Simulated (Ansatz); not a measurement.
# CH6NSi: the cost of one run

The runs use Ansatz 0.2.0, Gaussian basis; single points in def2-TZVPP.

Cores are frozen in the correlated methods.

## 1. Where the work starts

SMILES `C=[NH+][SiH3]`, 9 atoms, charge 1, spin multiplicity 1.

Atoms are counted from 1 here; the program's logs count them from 0.

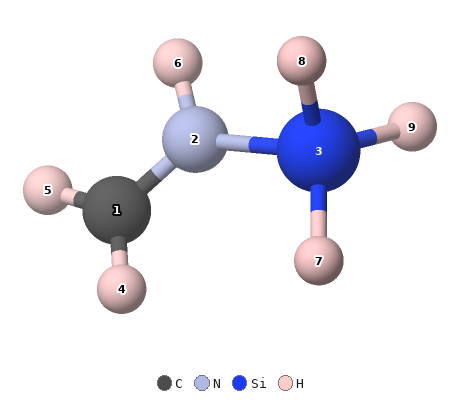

Start geometry, drawn with carbon dark grey, nitrogen light blue, silicon blue, hydrogen pink; atoms are numbered from 1 in the order of the file.

As a file:

```xyz
9
charge 1, multiplicity 1
C    -0.7875    0.7059   -1.0860
N     0.2861    0.2682   -0.5025
Si    0.4297   -0.7004    1.1171
H    -1.7475    0.4513   -0.6627
H    -0.7137    1.3144   -1.9761
H     1.1386    0.6926   -0.8517
H    -0.9240   -1.0083    1.6186
H     1.1693    0.2146    2.0246
H     1.2700   -1.8930    0.6504
```

## 2. PBE-D4/def2-TZVPP

The input, run/in.yaml:

```yaml
crystal:
  periodic: [false, false, false]
  atoms:
    - {symbol: C, position_ang: [-0.787514, 0.705853, -1.086030]}
    - {symbol: N, position_ang: [0.286148, 0.268233, -0.502527]}
    - {symbol: Si, position_ang: [0.429705, -0.700415, 1.117068]}
    - {symbol: H, position_ang: [-1.747538, 0.451297, -0.662710]}
    - {symbol: H, position_ang: [-0.713734, 1.314376, -1.976099]}
    - {symbol: H, position_ang: [1.138574, 0.692570, -0.851715]}
    - {symbol: H, position_ang: [-0.923978, -1.008312, 1.618624]}
    - {symbol: H, position_ang: [1.169260, 0.214567, 2.024553]}
    - {symbol: H, position_ang: [1.269984, -1.893027, 0.650405]}
basis:
  gaussian: {orbitals: def2-TZVPP}
total_charge: 1
hamiltonian: {xc: pbe, dispersion: d4}
output: {forces: true}
```

On the command line:

```console
$ ansatz run in.yaml --threads 2 --pin off --events-out ev --progress --plain --max-ram 3481MiB
```

Q: Estimate wall time and peak memory on 2 threads of Intel Xeon at 2.50GHz, shared host.

About 5.5 s, with a peak of 0.19 GiB.
